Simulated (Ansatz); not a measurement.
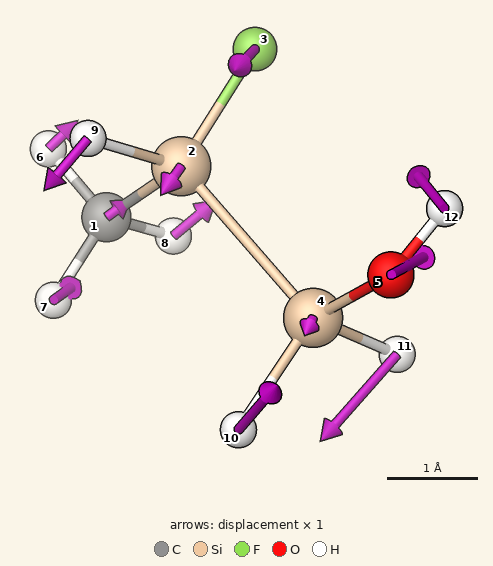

A relaxation of CH7FOSi2 (coarse preliminary run). The starting structure is drawn; purple arrows show the displacements, at their true length. The two geometries are superimposed by the best rigid fit.

The picture is a ball-and-stick view, seen from a free direction.

The start comes from a force field.

All numbers below come from Ansatz 0.2.0, RKS PBE-D4/def2-SVP. (force threshold 0.03 eV/Å; at most 200 steps)

Question: Describe the change and its energy.

Answer: The energy falls by 27.2 kJ/mol in 42 geometry steps. The largest force component goes from 2.5 to 0.015 eV/Å. The forces were under the threshold at step 21, but the run went on from there. The largest move after the best rigid fit is that of H11, 1.36 Å. By element the largest moves are H 1.36 Å, O 1.30 Å, F 0.93 Å, Si 0.46 Å, C 0.36 Å. Among the contacts that change: Si2–F3 1.572 → 1.670 Å, C1–H6 1.059 → 1.109 Å, Si4–O5 1.648 → 1.692 Å, Si4–H10 1.551 → 1.509 Å. Among the angles between lasting bonds that change: Si2–Si4–O5 112.2° → 101.2°, F3–Si2–Si4 109.3° → 98.4°, Si4–Si2–H9 111.2° → 117.1°. Groups turn about Si4–O5 by about 85°, Si2–Si4 by about 75°. The run took 38 s on 4 threads of Intel Xeon Platinum 8488C (shared host).
